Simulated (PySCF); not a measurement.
Vertical excitations of a molecule CH8O3Si2 from TDA-PBE/def2-SVPD (PySCF 2.14.0), as energy in eV (oscillator strength): 5.39 (0.018), 5.87 (0.005), 6.01 (0.003), 6.14 (0.021), 6.17 (0.025), 6.69 (0.047). Lowest triplet (TDA): 4.91 eV. The structure is a stationary point at TPSSh-D3(BJ)/def2-SVP. Other conformers were not sampled.

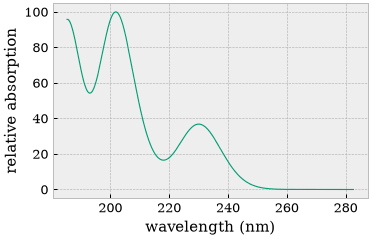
Figure. The lines broadened by 0.4 eV.

Which structure fits?
A. C[SiH2]O[SiH](O)O
B. O[SiH2]C[SiH](O)O
C. C[Si](O)(O)[SiH2]O
D. O[C@H]([SiH3])[SiH](O)O

C, C[Si](O)(O)[SiH2]O
